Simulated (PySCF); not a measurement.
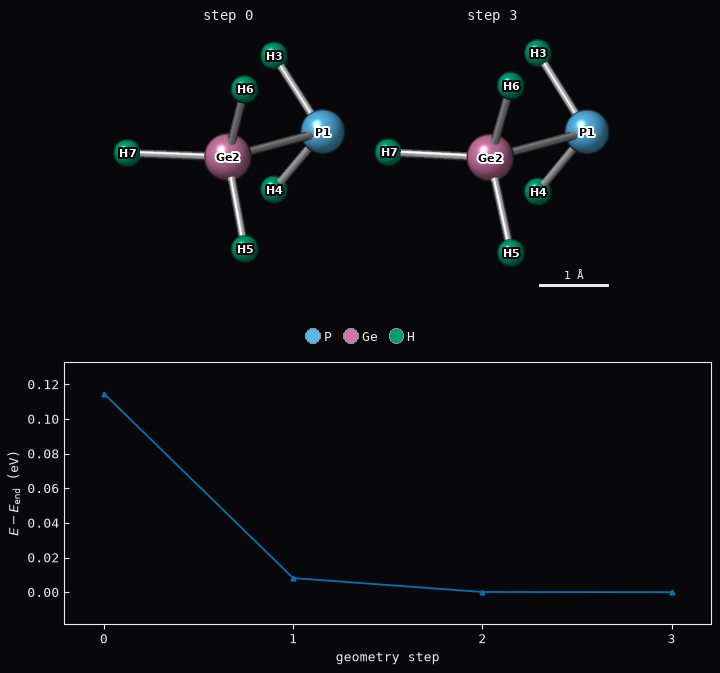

First and last geometry of a relaxation of GePH5, with the history of the run. A ball-and-stick model, seen from a free direction.

The start comes from GFN2-xTB.

These are results of PBE0-D3(BJ)/def2-SVP geometry optimisation, gas phase (PySCF 2.14.0, density-fitted response routines), not measurements. 

**Read the history and describe the run.**

It converged. The largest moves after the best rigid fit, 0.066 Å, are those of H5 and H6. By element the largest moves are H 0.066 Å, Ge 0.046 Å, P 0.011 Å. Among the contacts that change: P1–Ge2 2.286 → 2.327 Å, Ge2–H5 1.498 → 1.539 Å, P1–H3 1.389 → 1.429 Å. Among the angles between lasting bonds that change: P1–Ge2–H7 116.1° → 113.1°, H5–Ge2–H6 106.0° → 109.0°, P1–Ge2–H5 110.9° → 108.2°. Over 3 geometry steps the energy falls by 0.115 eV. The run took 22 s on 1 thread of AMD EPYC 7571, with other jobs on the host.
